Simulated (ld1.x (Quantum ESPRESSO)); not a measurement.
# Ru: generating and testing an ultrasoft potential

Aim: build the potential from the settings below, then test how well it stands in for the atom: other configurations, scattering, ghost states and the plane-wave cutoff that it needs.

Program: ld1.x (Quantum ESPRESSO) 7.5. Reference atom: LDA (PZ), scalar-relativistic, spherical and spin-unpolarised. All values are calculated.

### Step 1. Starting point

The settings as typed:

* element: ruthenium (Ru, Z = 44)
* type: ultrasoft
* frozen core: [Kr]
* valence charge: 8
* reference configuration: 4d7 5s1 5p0
* partial waves: 5s (bound): rcut 2.65, rcutus 2.85 bohr; 5s channel at 3.95 Ry: rcut 2.65, rcutus 2.85 bohr; 5p (bound, empty): rcut 3.55, rcutus 4.25 bohr; 5p channel at 0.6 Ry: rcut 3.55, rcutus 4.25 bohr; 4d (bound): rcut 1.00, rcutus 1.25 bohr; 4d channel at 0.35 Ry: rcut 1.00, rcutus 1.25 bohr
* local potential: all-electron potential smoothed inside 1.75 bohr (lloc = -1)
* core correction: Bessel-smoothed model core inside 0.65 bohr
* augmentation charge: PSQ, inside the norm-conserving radii

An earlier all-electron run gives the scale for the radii.

All-electron outer shells of the reference configuration (LDA (PZ), scalar-relativistic, ld1.x):

```json
{"shell": "4s", "level (eV)": "-76.44", "outermost node (bohr)": "0.48", "outermost maximum (bohr)": "0.91"}
{"shell": "4p", "level (eV)": "-46.53", "outermost node (bohr)": "0.49", "outermost maximum (bohr)": "0.98"}
{"shell": "4d", "level (eV)": "-5.40", "outermost node (bohr)": "0.48", "outermost maximum (bohr)": "1.21"}
{"shell": "5s", "level (eV)": "-4.52", "outermost node (bohr)": "1.24", "outermost maximum (bohr)": "2.73"}
{"shell": "5p", "level (eV)": "-1.04", "outermost node (bohr)": "1.41", "outermost maximum (bohr)": "3.82"}
```

### Step 2. Generation

Ru.in

```
 &input
   title='Ru', zed=44., rel=1, dft='PZ', iswitch=3,
   config='[Kr] 4d7 5s1 5p0',
   nld=3, rlderiv=4.60, eminld=-2.0, emaxld=5.0, deld=0.02
 /
 &inputp
   pseudotype=3, tm=.true., lloc=-1, rcloc=1.75,
   nlcc=.true., new_core_ps=.true., rcore=0.65,
   which_augfun='PSQ', rmatch_augfun_nc=.true.,
   file_pseudopw='Ru.UPF', file_wfcaegen='ae.wfc', file_wfcncgen='nc.wfc', file_beta='beta', file_chi='chi', file_wfcusgen='us.wfc'
 /
6
5S  1  0   1.00   0.00  2.65  2.85  0.0
5S  1  0   0.00   3.95  2.65  2.85  0.0
5P  2  1   0.00   0.00  3.55  4.25  0.0
5P  2  1   0.00   0.60  3.55  4.25  0.0
4D  3  2   7.00   0.00  1.00  1.25  0.0
4D  3  2   0.00   0.35  1.00  1.25  0.0
 &test
   configts(1)='4d7 5s1 5p0'
 /
```

Started as:

```console
$ ld1.x < Ru.in > Ru.out
```

What the program wrote to Ru.out (without the banner and most projector matrices):

```text
     Program LD1 v.7.5
     --------------------------- All-electron run ----------------------------

     Ru
     scalar relativistic calculation

     atomic number is 44.00
     dft =PZ   lsd =0 sic =0 latt =0  beta=0.20 tr2=1.0E-14
     Exchange-correlation= PZ
                           (   1   1   0   0   0   0   0)
     mesh =1233 r(mesh) = 101.06970 a.u. xmin = -7.00 dx = 0.01250
     1 Ry =  13.60569312 eV, c = 137.03599908

     n l     nl                  e(Ry)          e(Ha)          e(eV)
     1 0     1S 1( 2.00)     -1610.2507      -805.1253    -21908.5768
     2 0     2S 1( 2.00)      -231.5812      -115.7906     -3150.8228
     2 1     2P 1( 6.00)      -207.5555      -103.7777     -2823.9360
     3 0     3S 1( 2.00)       -40.7426       -20.3713      -554.3318
     3 1     3P 1( 6.00)       -32.8475       -16.4238      -446.9136
     4 0     4S 1( 2.00)        -5.6183        -2.8092       -76.4411
     4 1     4P 1( 6.00)        -3.4198        -1.7099       -46.5287
     3 2     3D 1(10.00)       -20.1019       -10.0509      -273.5001
     4 2     4D 1( 7.00)        -0.3971        -0.1985        -5.4022
     5 0     5S 1( 1.00)        -0.3321        -0.1660        -4.5182
     5 1     5P 1( 0.00)        -0.0761        -0.0381        -1.0359

     final scf error:  3.3E-15 reached in  29 iterations

     Etot =   -9052.553611 Ry,   -4526.276805 Ha, -123166.266408 eV

     Ekin =    9358.614021 Ry,    4679.307010 Ha,  127330.430422 eV
     Encl =  -21846.522032 Ry,  -10923.261016 Ha, -297237.074569 eV
     Eh   =    3693.040664 Ry,    1846.520332 Ha,   50246.377963 eV
     Exc  =    -257.686264 Ry,    -128.843132 Ha,   -3506.000224 eV

     normalization and overlap integrals

     s(1S/1S) =  1.000000  <r> =   0.0335  <r2> =    0.0015  r(max) =   0.0216
     s(2S/2S) =  1.000000  <r> =   0.1458  <r2> =    0.0251  r(max) =   0.1229
     s(2P/2P) =  1.000000  <r> =   0.1270  <r2> =    0.0197  r(max) =   0.0981
     s(3S/3S) =  1.000000  <r> =   0.4034  <r2> =    0.1864  r(max) =   0.3600
     s(3P/3P) =  1.000000  <r> =   0.4036  <r2> =    0.1894  r(max) =   0.3555
     s(4S/4S) =  1.000000  <r> =   1.0176  <r2> =    1.1752  r(max) =   0.9078
     s(4P/4P) =  1.000000  <r> =   1.1275  <r2> =    1.4608  r(max) =   0.9785
     s(3D/3D) =  1.000000  <r> =   0.3844  <r2> =    0.1770  r(max) =   0.3022
     s(4D/4D) =  1.000000  <r> =   1.7064  <r2> =    3.6581  r(max) =   1.2102
     s(5S/5S) =  1.000000  <r> =   3.3368  <r2> =   12.8661  r(max) =   2.7273
     s(5P/5P) =  1.000000  <r> =   5.0236  <r2> =   30.1497  r(max) =   3.8221

     ------------------------ End of All-electron run ------------------------

     --------------------- Generating US pseudopotential ---------------------

      Generating local potential from pseudized AE potential:
      Matching radius rcloc =   1.7500

      Local pseudo, rcloc= 1.761 Estimated cut-off energy=     8.13 Ry

      Computing core charge for nlcc:

       r > 0.66 : true rho core
      Core charge pseudized with two Bessel functions
      Integrated core pseudo-charge :  21.81
      Wfc-us  5S rcutus= 2.832  Estimated cut-off energy=     5.61 Ry
      Wfc-us  5S rcutus= 2.832  Estimated cut-off energy=    14.14 Ry
      Wfc-us  5P rcutus= 4.224  Estimated cut-off energy=     4.25 Ry
      Wfc-us  5P rcutus= 4.224  Estimated cut-off energy=     7.05 Ry
      Wfc-us  4D rcutus= 1.241  Estimated cut-off energy=    72.13 Ry
      Wfc-us  4D rcutus= 1.241  Estimated cut-off energy=    73.57 Ry

     Q pseudized with Bessel functions
     Expected ecutrho=     395.9022 due to l1=  2   l2=  2

     ------------------- End of pseudopotential generation -------------------

     [... the all-electron block is printed once more ...]


     Computing logarithmic derivative in   4.58174
     Computing logarithmic derivative in   4.58174
     Computing the partial wave expansion
     R is outside the sphere for l=    0 j= 0.00
     R is outside the sphere for l=    0 j= 0.00
     R is outside the sphere for l=    1 j= 0.00
     R is outside the sphere for l=    1 j= 0.00
     R is outside the sphere for l=    2 j= 0.00
     R is outside the sphere for l=    2 j= 0.00

     ---------------------- Testing the pseudopotential ----------------------

     Ru
     scalar relativistic calculation

     atomic number is 44.00   valence charge is  8.00
     dft =PZ   lsd =0 sic =0 latt =0  beta=0.20 tr2=1.0E-14
     mesh =1233 r(mesh) = 101.06970 xmin = -7.00 dx = 0.01250

     n l     nl             e AE (Ry)        e PS (Ry)    De AE-PS (Ry)
     3 2     4D   1( 7.00)       -0.39706       -0.39706        0.00000
     1 0     5S   1( 1.00)       -0.33208       -0.33208        0.00000
     2 1     5P   1( 0.00)       -0.07614       -0.07614        0.00000

     eps = 9.2E-17  iter =  4

     Etot =   -9052.553611 Ry,   -4526.276805 Ha, -123166.266408 eV
     Etotps =   -99.019354 Ry,     -49.509677 Ha,   -1347.226948 eV

     Ekin =      35.029348 Ry,      17.514674 Ha,     476.598564 eV
     Encl =     -83.318772 Ry,     -41.659386 Ha,   -1133.609642 eV
     Ehrt =      31.265157 Ry,      15.632579 Ha,     425.384132 eV
     Ecxc =     -75.881490 Ry,     -37.940745 Ha,   -1032.420267 eV
     (Ecc =     -65.560048 Ry,     -32.780024 Ha,    -891.989899 eV)
     Epseu=      -6.113598 Ry,      -3.056799 Ha,     -83.179735 eV

     ---------------------- End of pseudopotential test ----------------------
```

Wall time 3.3 s (1 thread, shared host). This counts the later configuration tests of the new file too.

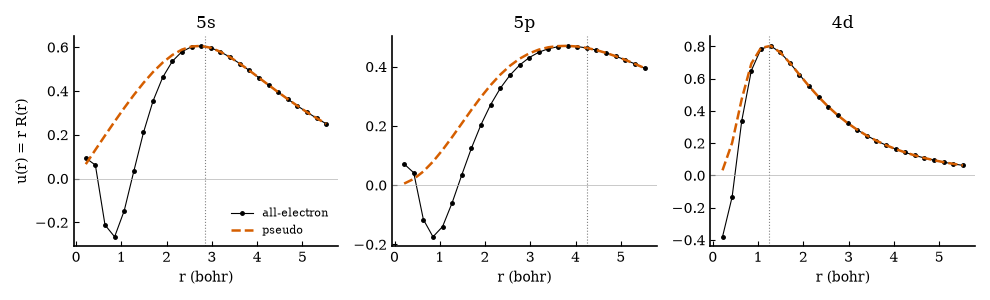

All-electron and pseudo partial waves (5s, 5p, 4d), with the matching radii dotted. The curves join 26 sampled radii, too few to resolve the innermost nodes.

### Step 3. Transferability test

Ru.test.in

```
 &input
   title='Ru', zed=44., rel=1, dft='PZ', iswitch=2,
   config='[Kr] 4d7 5s1 5p0'
 /
 &test
   file_pseudo='Ru.UPF', nconf=10,
   configts(1)='4d7 5s1 5p0',
   configts(2)='4d7 5s0 5p0',
   configts(3)='4d6 5s0 5p0',
   configts(4)='4d5 5s0 5p0',
   configts(5)='4d7.5 5s0.5 5p0',
   configts(6)='4d4 5s0 5p0',
   configts(7)='4d6 5s1 5p1',
   configts(8)='4d6 5s2 5p0',
   configts(9)='4d7 5s1 5p0', lsdts(9)=1,
   configts(10)='4d7 5s0 5p0', lsdts(10)=1
 /
```

Started as:

```console
$ ld1.x < Ru.test.in > Ru.test.out
```

Ru.test.out, the pseudopotential blocks, each with the warnings that came before it:

```text
     ---------------------- Testing the pseudopotential ----------------------

     Ru
     scalar relativistic calculation

     atomic number is 44.00   valence charge is  8.00
     dft =PZ   lsd =0 sic =0 latt =0  beta=0.20 tr2=1.0E-14
     mesh =1233 r(mesh) = 101.06970 xmin = -7.00 dx = 0.01250

     n l     nl             e AE (Ry)        e PS (Ry)    De AE-PS (Ry)
     3 2     4D   1( 7.00)       -0.39706       -0.39706        0.00000
     1 0     5S   1( 1.00)       -0.33208       -0.33208        0.00000
     2 1     5P   1( 0.00)       -0.07614       -0.07614        0.00000

     eps = 9.2E-17  iter =  4

     Etot =   -9052.553611 Ry,   -4526.276805 Ha, -123166.266408 eV
     Etotps =   -99.019354 Ry,     -49.509677 Ha,   -1347.226948 eV

     Ekin =      35.029348 Ry,      17.514674 Ha,     476.598564 eV
     Encl =     -83.318772 Ry,     -41.659386 Ha,   -1133.609642 eV
     Ehrt =      31.265157 Ry,      15.632579 Ha,     425.384132 eV
     Ecxc =     -75.881490 Ry,     -37.940745 Ha,   -1032.420267 eV
     (Ecc =     -65.560048 Ry,     -32.780024 Ha,    -891.989899 eV)
     Epseu=      -6.113598 Ry,      -3.056799 Ha,     -83.179735 eV

     ---------------------- End of pseudopotential test ----------------------

     ---------------------- Testing the pseudopotential ----------------------

     Ru
     [...]
     n l     nl             e AE (Ry)        e PS (Ry)    De AE-PS (Ry)
     3 2     4D   1( 7.00)       -0.94100       -0.94018       -0.00082
     1 0     5S   1( 0.00)       -0.79594       -0.79741        0.00146
     2 1     5P   1( 0.00)       -0.46105       -0.46281        0.00175

     eps = 4.8E-17  iter =  7

     Etot =   -9051.994038 Ry,   -4525.997019 Ha, -123158.653034 eV
     Etotps =   -98.459102 Ry,     -49.229551 Ha,   -1339.604322 eV
     dEtot_ae =       0.559573 Ry
     dEtot_ps =       0.560253 Ry,   Delta E=      -0.000680 Ry

     [...]
     ---------------------- End of pseudopotential test ----------------------

     ---------------------- Testing the pseudopotential ----------------------

     Ru
     [...]
     n l     nl             e AE (Ry)        e PS (Ry)    De AE-PS (Ry)
     3 2     4D   1( 6.00)       -1.79164       -1.80151        0.00987  !
     1 0     5S   1( 0.00)       -1.42522       -1.42667        0.00145
     2 1     5P   1( 0.00)       -1.00002       -1.00098        0.00096

     eps = 2.8E-15  iter =  7

     Etot =   -9050.638922 Ry,   -4525.319461 Ha, -123140.215735 eV
     Etotps =   -97.100548 Ry,     -48.550274 Ha,   -1321.120265 eV
     dEtot_ae =       1.914689 Ry
     dEtot_ps =       1.918806 Ry,   Delta E=      -0.004117 Ry

     [...]
     ---------------------- End of pseudopotential test ----------------------

     Warning: n=2, l=1 expected 0 nodes, found 1
     ---------------------- Testing the pseudopotential ----------------------

     Ru
     [...]
     n l     nl             e AE (Ry)        e PS (Ry)    De AE-PS (Ry)
     3 2     4D   1( 5.00)       -2.76098       -2.79725        0.03627  !
     1 0     5S   1( 0.00)       -2.13394       -2.13506        0.00112
     2 1     5P   1( 0.00)       -1.62704       -1.62704        0.00000

     eps = 1.6E-17  iter =  7

     Etot =   -9048.371589 Ry,   -4524.185794 Ha, -123109.367097 eV
     Etotps =   -94.811431 Ry,     -47.405716 Ha,   -1289.975235 eV
     dEtot_ae =       4.182022 Ry
     dEtot_ps =       4.207923 Ry,   Delta E=      -0.025901 Ry

     [...]
     ---------------------- End of pseudopotential test ----------------------

     ---------------------- Testing the pseudopotential ----------------------

     Ru
     [...]
     n l     nl             e AE (Ry)        e PS (Ry)    De AE-PS (Ry)
     3 2     4D   1( 7.50)       -0.31897       -0.31765       -0.00132
     1 0     5S   1( 0.50)       -0.30050       -0.30149        0.00099
     2 1     5P   1( 0.00)       -0.05983       -0.06083        0.00100

     eps = 1.3E-15  iter = 16

     Etot =   -9052.574263 Ry,   -4526.287131 Ha, -123166.547392 eV
     Etotps =   -99.039301 Ry,     -49.519651 Ha,   -1347.498341 eV
     dEtot_ae =      -0.020652 Ry
     dEtot_ps =      -0.019947 Ry,   Delta E=      -0.000705 Ry

     [...]
     ---------------------- End of pseudopotential test ----------------------

     ---------------------- Testing the pseudopotential ----------------------

     Ru
     [...]
     n l     nl             e AE (Ry)        e PS (Ry)    De AE-PS (Ry)
     3 2     4D   1( 4.00)       -3.82712       -3.90775        0.08062  !
     1 0     5S   1( 0.00)       -2.90902       -2.90660       -0.00242
     2 1     5P   1( 0.00)       -2.32682       -2.32682        0.00000

     eps = 8.3E-15  iter =  7

     Etot =   -9045.085262 Ry,   -4522.542631 Ha, -123064.654348 eV
     Etotps =   -91.467877 Ry,     -45.733938 Ha,   -1244.483859 eV
     dEtot_ae =       7.468349 Ry
     dEtot_ps =       7.551478 Ry,   Delta E=      -0.083129 Ry

     [...]
     ---------------------- End of pseudopotential test ----------------------

     ---------------------- Testing the pseudopotential ----------------------

     Ru
     [...]
     n l     nl             e AE (Ry)        e PS (Ry)    De AE-PS (Ry)
     3 2     4D   1( 6.00)       -0.68249       -0.69512        0.01263  !
     1 0     5S   1( 1.00)       -0.47211       -0.47225        0.00014
     2 1     5P   1( 1.00)       -0.16600       -0.16492       -0.00108

     eps = 3.0E-15  iter = 14

     Etot =   -9052.137728 Ry,   -4526.068864 Ha, -123160.608041 eV
     Etotps =   -98.597712 Ry,     -49.298856 Ha,   -1341.490216 eV
     dEtot_ae =       0.415882 Ry
     dEtot_ps =       0.421642 Ry,   Delta E=      -0.005760 Ry

     [...]
     ---------------------- End of pseudopotential test ----------------------

     ---------------------- Testing the pseudopotential ----------------------

     Ru
     [...]
     n l     nl             e AE (Ry)        e PS (Ry)    De AE-PS (Ry)
     3 2     4D   1( 6.00)       -0.57493       -0.58523        0.01030  !
     1 0     5S   1( 2.00)       -0.39908       -0.39790       -0.00118
     2 1     5P   1( 0.00)       -0.10983       -0.10780       -0.00203

     eps = 9.7E-16  iter = 10

     Etot =   -9052.434981 Ry,   -4526.217490 Ha, -123164.652363 eV
     Etotps =   -98.896029 Ry,     -49.448014 Ha,   -1345.549018 eV
     dEtot_ae =       0.118630 Ry
     dEtot_ps =       0.123326 Ry,   Delta E=      -0.004695 Ry

     [...]
     ---------------------- End of pseudopotential test ----------------------

     ---------------------- Testing the pseudopotential ----------------------

     Ru
     [...]
     n l     nl             e AE (Ry)        e PS (Ry)    De AE-PS (Ry)
     3 2     4D   1( 5.00)       -0.44513       -0.44479       -0.00035
     1 0     5S   1( 1.00)       -0.36361       -0.36395        0.00033
     2 1     5P   1( 0.00)       -0.09266       -0.09294        0.00028
     3 2     4D   2( 2.00)       -0.31149       -0.31114       -0.00035
     1 0     5S   2( 0.00)       -0.27382       -0.27311       -0.00071
     2 1     5P   2( 0.00)       -0.04390       -0.04349       -0.00041

     eps = 1.1E-15  iter =  6

     Etot =   -9052.674808 Ry,   -4526.337404 Ha, -123167.915377 eV
     Etotps =   -99.140866 Ry,     -49.570433 Ha,   -1348.880198 eV
     dEtot_ae =      -0.121197 Ry
     dEtot_ps =      -0.121512 Ry,   Delta E=       0.000315 Ry

     [...]
     ---------------------- End of pseudopotential test ----------------------

     ---------------------- Testing the pseudopotential ----------------------

     Ru
     [...]
     n l     nl             e AE (Ry)        e PS (Ry)    De AE-PS (Ry)
     3 2     4D   1( 5.00)       -0.99160       -0.99046       -0.00113
     1 0     5S   1( 0.00)       -0.82090       -0.82352        0.00262
     2 1     5P   1( 0.00)       -0.47562       -0.47838        0.00277
     3 2     4D   2( 2.00)       -0.86871       -0.86810       -0.00061
     1 0     5S   2( 0.00)       -0.76009       -0.76045        0.00035
     2 1     5P   2( 0.00)       -0.43967       -0.44059        0.00092

     eps = 1.2E-15  iter =  7

     Etot =   -9052.085805 Ry,   -4526.042903 Ha, -123159.901590 eV
     Etotps =   -98.550495 Ry,     -49.275248 Ha,   -1340.847793 eV
     dEtot_ae =       0.467805 Ry
     dEtot_ps =       0.468859 Ry,   Delta E=      -0.001054 Ry

     [...]
     ---------------------- End of pseudopotential test ----------------------
```

Energies count from the reference configuration 4d7 5s1 5p0; the error is all-electron less pseudo. Spin-polarised rows fill open shells by Hund's rule and count from the unpolarised reference. A star marks tests that logged a warning.

```tsv
valence configuration	charge	ΔE all-electron (eV)	error AE − PS (meV)
4d7 5s0 5p0	+1	7.613	-9.3
4d6 5s0 5p0	+2	26.051	-56
4d5 5s0 5p0 *	+3	56.899	-352
4d7.5 5s0.5 5p0	0	-0.281	-9.6
4d4 5s0 5p0	+4	101.612	-1131
4d6 5s1 5p1	0	5.658	-78
4d6 5s2 5p0	0	1.614	-64
4d7 5s1 5p0 (spin-polarised)	0	-1.649	+4.3
4d7 5s0 5p0 (spin-polarised)	+1	6.365	-14
```

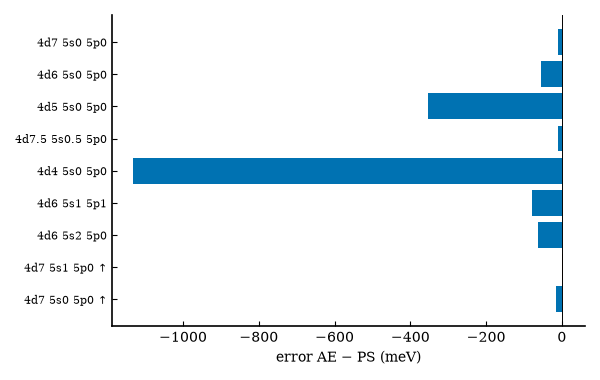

Error of the potential in each test configuration; ↑ marks spin-polarised tests.

### Step 4. Logarithmic derivatives

Taken from the files of the generation run. The phase is arctan(r·u′/u) with u = r·R, unwrapped, with energies in Ry. A pole is an energy at which the radial function vanishes at the test radius. The pseudo phase is shifted by a multiple of π to meet the all-electron one at the reference energy. Levels narrower than the energy grid can be missing from the poles. The last column is the largest difference on the grid between −1 and +1 Ry.

```tsv
channel	radius (bohr)	reference (Ry)	poles AE	poles PS	window around the reference with phases within 0.05 rad (Ry)	largest difference near zero (rad)
s	4.58	-0.33	-0.12, 2.18	-0.12, 2.18	the whole range	0.018
p	4.58	-0.08	0.38, 2.81	0.38, 0.83, 2.77	below 0.8	3.135
d	4.58	-0.40	-0.38, 1.33, 4.03	-0.38, 1.33, 4.03	the whole range	0.000
```

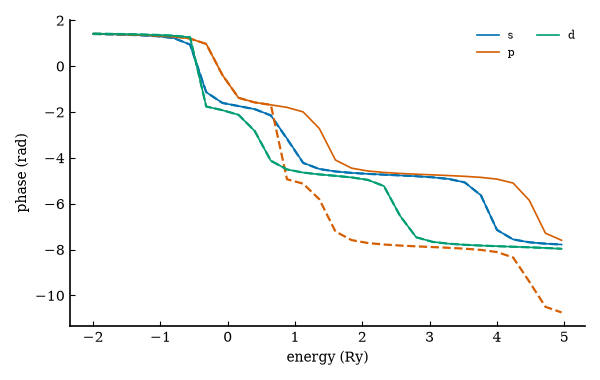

Phases by channel: all-electron solid, pseudo dashed.

### Step 5. Cutoff and ghost test in a Bessel basis

A separate test, outside the generator: the pseudo-atom's Hamiltonian at the reference potential is diagonalised in spherical Bessel functions j_l(qr) that vanish at 20 bohr, with q² up to the cutoff.

All-electron valence levels (Ry): 5s -0.3321, 5p -0.0761, 4d -0.3971. The lowest levels of each channel (Ry) by cutoff; the last column sums, over occupied levels, occupation times the distance from the level at 400 Ry. A positive value at high cutoff is not a bound level.

```csv
cutoff (Ry),s #1,s #2,p #1,d #1,f #1,Σ f·Δε (mRy)
8,-0.9594,-0.3320,-0.0761,0.0413,0.1105,3069.3
12,-3.8240,-0.3321,-0.0761,-0.0044,0.1105,2748.8
18,-5.3217,-0.3321,-0.0761,-0.1305,0.1105,1866.6
30,-5.6900,-0.3321,-0.0761,-0.2976,0.1105,696.8
40,-5.7209,-0.3321,-0.0761,-0.3695,0.1105,193.8
50,-5.7235,-0.3321,-0.0761,-0.3906,0.1105,45.7
60,-5.7237,-0.3321,-0.0761,-0.3956,0.1105,10.5
70,-5.7238,-0.3321,-0.0761,-0.3968,0.1105,2.4
90,-5.7238,-0.3321,-0.0761,-0.3969,0.1105,1.6
110,-5.7238,-0.3321,-0.0761,-0.3970,0.1105,0.8
140,-5.7238,-0.3321,-0.0761,-0.3971,0.1105,0.2
400,-5.7238,-0.3321,-0.0761,-0.3971,0.1105,0.0
```

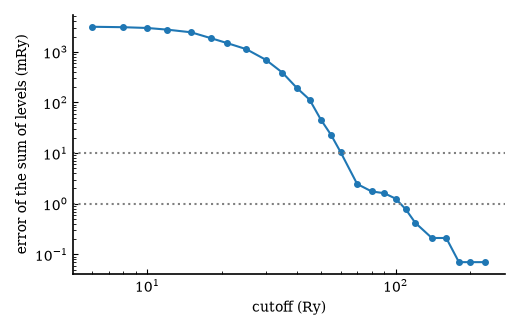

Occupation-weighted error of the valence levels against the cutoff; the dotted lines mark 10 and 1 mRy.

The sum stays within 10 mRy from 70 Ry and within 1 mRy from 110 Ry. The sum leaves out empty levels, which can need more. Ghost test: ghost state, bound below the all-electron valence or empty levels of the same l: s at -77.9 eV.

### Step 6. Summary of results

| quantity | value |
| --- | --- |
| cutoffs for 10 and 1 mRy, occupied levels | 70 Ry and 110 Ry |
| bound ghosts | s at -77.88 eV |
| largest test error (AE − PS), unpolarised tests | -1131 meV, for 4d4 5s0 5p0 |
| largest phase difference near zero energy, channels read | 3.135 rad |
| lowest eigenvalue of the overlap (Bessel basis) | 0.236 (p) |
| density cutoff estimated by the generator | 396 Ry |

**Reading.** It has a bound ghost (s), a state that the atom doesn't have, and that rules the file out. Close by lies the frozen 4s level (-76.4 eV). By total energies transferability is poor: the largest error is 1131 meV on 101.6 eV, for 4d4 5s0 5p0. That test lies far up in energy; among those under 40 eV, nearer to bonding, the largest error is 78 meV. By its cutoff, 70 Ry for the looser tolerance, it is of middling hardness. The slowest occupied level is 4d: taken alone it needs 70 Ry to come within 1 mRy, against 6 Ry or less for 5s. Of the channels read, p scatters worst near zero energy, by up to 3.13 rad. A step near π is an extra or missing state, not a misfit of shape. The pseudo curves have a pole with no partner nearby in the atom's: p at 0.83 Ry. At positive energy that is a spurious or a displaced resonance.
